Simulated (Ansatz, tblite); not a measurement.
# Ge(eta1-allyl)H3 (C₃H₈Ge): removing an electron

Aim: the energy of removing an electron for Ge(eta1-allyl)H3 (C₃H₈Ge), by energy differences, and how well orbital energies stand in for it.

Method: as each input shows; program: Ansatz 0.2.0, Gaussian basis.

Levels to be run: charge +1 doublet, at the geometry of the singlet (PBE0-D4/def2-TZVP, PBE-D4/def2-TZVP, r2SCAN-D4/def2-TZVP); the starting singlet's energies come from earlier runs.

### Step 1. The geometry

The singlet was relaxed beforehand with r2SCAN-D4/def2-SVP.

12 atoms, charge 0, spin multiplicity 1.

Atoms are counted from 1 here; the program's logs count them from 0.

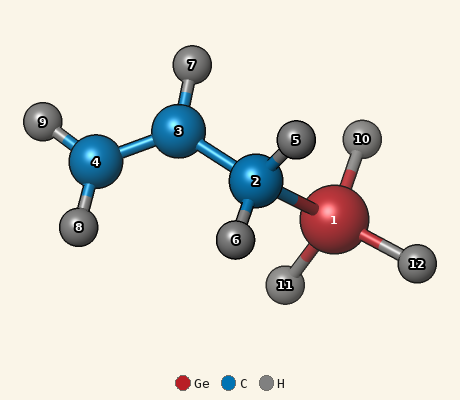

The geometry (germanium red, carbon blue, hydrogen grey); atoms are numbered from 1 in the order of the file.

Geometry (Å):

| atom | x (Å) | y (Å) | z (Å) |
| --- | --- | --- | --- |
| Ge1 | -0.07945 | -0.71388 | -1.66896 |
| C2 | -0.07809 | -0.77871 | 0.30503 |
| C3 | 0.51190 | 0.45896 | 0.89356 |
| C4 | -0.17405 | 1.43800 | 1.49955 |
| H5 | 0.49804 | -1.67522 | 0.59181 |
| H6 | -1.11893 | -0.92647 | 0.63697 |
| H7 | 1.60024 | 0.57269 | 0.78449 |
| H8 | -1.26022 | 1.37665 | 1.63311 |
| H9 | 0.32879 | 2.32926 | 1.88470 |
| H10 | 1.35013 | -0.46025 | -2.17638 |
| H11 | -0.99143 | 0.42820 | -2.14184 |
| H12 | -0.58694 | -2.04925 | -2.24205 |

### Step 2. Charge +1 doublet at the fixed geometry, first pass, PBE0-D4/def2-SVP

Input file in.yaml:

```yaml
crystal:
  periodic: [false, false, false]
  atoms:
    - {symbol: Ge, position_ang: [-0.079455, -0.713883, -1.668960]}
    - {symbol: C, position_ang: [-0.078085, -0.778710, 0.305034]}
    - {symbol: C, position_ang: [0.511901, 0.458961, 0.893559]}
    - {symbol: C, position_ang: [-0.174051, 1.438000, 1.499547]}
    - {symbol: H, position_ang: [0.498040, -1.675218, 0.591805]}
    - {symbol: H, position_ang: [-1.118926, -0.926473, 0.636967]}
    - {symbol: H, position_ang: [1.600239, 0.572695, 0.784493]}
    - {symbol: H, position_ang: [-1.260222, 1.376647, 1.633111]}
    - {symbol: H, position_ang: [0.328791, 2.329259, 1.884698]}
    - {symbol: H, position_ang: [1.350125, -0.460249, -2.176377]}
    - {symbol: H, position_ang: [-0.991433, 0.428196, -2.141839]}
    - {symbol: H, position_ang: [-0.586944, -2.049246, -2.242049]}
basis:
  gaussian: {orbitals: def2-SVP}
total_charge: 1
magnetization: {spin_polarized: true, initial_magnetization: 1}
hamiltonian: {xc: pbe0, dispersion: d4}
output: {orbitals: {seedname: orbitals}}
```

Started as:

```sh
$ ansatz run in.yaml --threads 4 --pin off --events-out ev --progress --plain --max-ram 3916MiB
```

Output:

```text
Functional definition: PBE0
  name "PBE0"
  cite "Adamo & Barone, J. Chem. Phys. 110, 6158 (1999) doi:10.1063/1.478522"
  cite "Perdew, Burke & Ernzerhof, Phys. Rev. Lett. 77, 3865 (1996) doi:10.1103/PhysRevLett.77.3865"
  parent pbe
  parameter a = 0.25
  parameter kappa = 0.804
  parameter beta = 0.06672455060314922
  exchange = (1 - a)*pbe_x(kappa = kappa, mu = beta*pi^2/3) + a*exact_x
  correlation = pbe_c(beta = beta)
1168 factors; integrals over basis functions are off by at most 1.2e-3 eV
mean field evaluation 1: about -59712.7179 eV, gradient 5.0e1 eV
mean field evaluation 2: about -59658.2131 eV, gradient 9.6e1 eV
mean field evaluation 4: about -59726.6541 eV, gradient 1.8e1 eV
mean field evaluation 8: about -59729.0225 eV, gradient 1.1e0 eV
mean field evaluation 16: about -59729.2249 eV, gradient 8.5e-3 eV
mean field -59729.22490162 eV, -2195.0085292117 hartree, gradient 2.1e-5 eV, S^2 0.755619; 0 other end points of the search recorded, 0 dependent functions left out
reference -59729.22492940 eV, -2195.0085302325 hartree; 29, 28 occupied and 85, 86 virtual orbitals, 1168 factors
Total energy: -59729.38706716 eV, -2195.0144886856 hartree
```

Wall time 17 s (4 threads of Intel Xeon at 2.50GHz, shared host).

From the report: HOMO -14.03 eV, LUMO -11.10 eV (over both spins); ⟨S²⟩ 0.756 (pure: 0.75).

### Step 3. Charge +1 doublet at the fixed geometry, PBE0-D4/def2-TZVP

start.molden holds the orbitals of an earlier run on this state, given as this run's starting guess.

in.yaml, as its differences from that of step 2:

```diff
@@ -16,3 +16,3 @@
 basis:
-  gaussian: {orbitals: def2-SVP}
+  gaussian: {orbitals: def2-TZVP, initial_orbitals: start.molden}
 total_charge: 1
@@ -20,2 +20,3 @@
 hamiltonian: {xc: pbe0, dispersion: d4}
+scf: {omitted_lower_state_checks: [starts]}
 output: {orbitals: {seedname: orbitals}}
```

Same command.

Output:

```text
Functional definition: PBE0
  name "PBE0"
  cite "Adamo & Barone, J. Chem. Phys. 110, 6158 (1999) doi:10.1063/1.478522"
  cite "Perdew, Burke & Ernzerhof, Phys. Rev. Lett. 77, 3865 (1996) doi:10.1103/PhysRevLett.77.3865"
  parent pbe
  parameter a = 0.25
  parameter kappa = 0.804
  parameter beta = 0.06672455060314922
  exchange = (1 - a)*pbe_x(kappa = kappa, mu = beta*pi^2/3) + a*exact_x
  correlation = pbe_c(beta = beta)
these checks for a lower state are left out or cut short: starts
1293 factors; their error is unknown
mean field evaluation 1: about -59737.6762 eV, gradient 9.1e1 eV
mean field evaluation 2: about -59739.5305 eV, gradient 2.2e0 eV
mean field evaluation 4: about -59739.8018 eV, gradient 3.2e-1 eV
mean field evaluation 8: about -59739.8021 eV, gradient 2.2e-5 eV
mean field -59739.80207618 eV, -2195.3972332074 hartree, gradient 2.2e-5 eV, S^2 0.756380; 0 other end points of the search recorded, 0 dependent functions left out
reference -59739.80210915 eV, -2195.3972344191 hartree; 29, 28 occupied and 160, 161 virtual orbitals, 1293 factors
Total energy: -59739.96424692 eV, -2195.4031928722 hartree
Checks for a lower state left out: starts
```

Run time: 19 s. Hardware: 4 threads of Intel Xeon at 2.50GHz, shared host; peak memory 0.59 GiB.

HOMO -14.02 eV, LUMO -11.01 eV (over both spins); ⟨S²⟩ 0.756 (pure: 0.75).

### Step 4. Charge +1 doublet at the fixed geometry, PBE-D4/def2-TZVP

in.yaml, as its differences from that of step 3:

```diff
@@ -19,3 +19,3 @@
 magnetization: {spin_polarized: true, initial_magnetization: 1}
-hamiltonian: {xc: pbe0, dispersion: d4}
+hamiltonian: {xc: pbe, dispersion: d4}
 scf: {omitted_lower_state_checks: [starts]}
```

The command is unchanged.

Output:

```text
Functional definition: PBE
  name "PBE"
  cite "Perdew, Burke & Ernzerhof, Phys. Rev. Lett. 77, 3865 (1996) doi:10.1103/PhysRevLett.77.3865"
  parent pbe
  parameter kappa = 0.804
  parameter beta = 0.06672455060314922
  exchange = pbe_x(kappa = kappa, mu = beta*pi^2/3)
  correlation = pbe_c(beta = beta)
these checks for a lower state are left out or cut short: starts
1250 factors; their error is unknown
mean field evaluation 1: about -59737.7043 eV, gradient 7.4e0 eV
mean field evaluation 2: about -59737.8294 eV, gradient 1.7e-1 eV
mean field evaluation 4: about -59737.7848 eV, gradient 4.2e-3 eV
mean field -59737.78479466 eV, -2195.3230994788 hartree, gradient 7.9e-5 eV, S^2 0.752931; 0 other end points of the search recorded, 0 dependent functions left out
reference -59737.78483856 eV, -2195.3231010920 hartree; 29, 28 occupied and 160, 161 virtual orbitals, 1250 factors
Total energy: -59737.97686739 eV, -2195.3301580215 hartree
Checks for a lower state left out: starts
```

It took 12 s on 4 threads of Intel Xeon at 2.50GHz, shared host.

HOMO -12.83 eV, LUMO -11.91 eV (over both spins); ⟨S²⟩ 0.753 (pure: 0.75).

### Step 5. Charge +1 doublet at the fixed geometry, r2SCAN-D4/def2-TZVP

in.yaml, as its differences from that of step 4:

```diff
@@ -19,3 +19,3 @@
 magnetization: {spin_polarized: true, initial_magnetization: 1}
-hamiltonian: {xc: pbe, dispersion: d4}
+hamiltonian: {xc: r2scan, dispersion: d4}
 scf: {omitted_lower_state_checks: [starts]}
```

The command is unchanged.

Output:

```text
Functional definition: r2SCAN
  name "r2SCAN"
  cite "Furness, Kaplan, Ning, Perdew & Sun, J. Phys. Chem. Lett. 11, 8208 (2020) doi:10.1021/acs.jpclett.0c02405"
  cite "Furness, Kaplan, Ning, Perdew & Sun, J. Phys. Chem. Lett. 11, 9248 (2020) doi:10.1021/acs.jpclett.0c03077"
  parent r2scan
  parameter k0 = 0.174
  parameter k1 = 0.065
  parameter a1 = 4.9479
  exchange = r2scan_x(k0 = k0, k1 = k1, a1 = a1)
  correlation = r2scan_c
these checks for a lower state are left out or cut short: starts
1250 factors; their error is unknown
mean field evaluation 1: about -59748.7722 eV, gradient 4.8e0 eV
mean field evaluation 2: about -59748.8168 eV, gradient 6.2e-2 eV
mean field evaluation 4: about -59748.7776 eV, gradient 8.2e-4 eV
mean field -59748.77754613 eV, -2195.7270756442 hartree, gradient 7.3e-5 eV, S^2 0.756441; 0 other end points of the search recorded, 0 dependent functions left out
reference -59748.77756095 eV, -2195.7270761889 hartree; 29, 28 occupied and 160, 161 virtual orbitals, 1250 factors
Total energy: -59748.82500961 eV, -2195.7288198948 hartree
Checks for a lower state left out: starts
```

It took 18 s on 4 threads of Intel Xeon at 2.50GHz, shared host.

HOMO -13.11 eV, LUMO -11.69 eV (over both spins); ⟨S²⟩ 0.756 (pure: 0.75).

### Step 6. Vertical ionisation energy

Charged state less starting state, singlet to doublet; the starting state's energies are those of its earlier runs.

| level | vertical ionisation energy (eV) | time |
| --- | --- | --- |
| PBE-D4/def2-TZVP | +9.02 | 21 s |
| r2SCAN-D4/def2-TZVP | +8.97 | 34 s |
| PBE0-D4/def2-TZVP | +9.08 | 31 s |

Times add the two runs; a level without a time comes out of a correlated run.

Beside −ε(HOMO) of the starting state:

| level | −ε(HOMO) (eV) | by difference (eV) | mismatch (eV) |
| --- | --- | --- | --- |
| PBE-D4/def2-TZVP | 6.01 | 9.02 | -3.01 |
| r2SCAN-D4/def2-TZVP | 6.19 | 8.97 | -2.78 |
| PBE0-D4/def2-TZVP | 7.07 | 9.08 | -2.01 |

### Step 7. Outcome

```
                                            quantity                                  value
vertical ionisation energy, functionals in def2-TZVP  8.97 (r2SCAN-D4) to 9.08 eV (PBE0-D4)
```

What this shows: The vertical ionisation energy spans 8.97 to 9.08 eV over the functionals. −ε(HOMO) misses the level's own difference by -2.01 eV at best (PBE0-D4) and -3.01 eV at worst (PBE-D4).
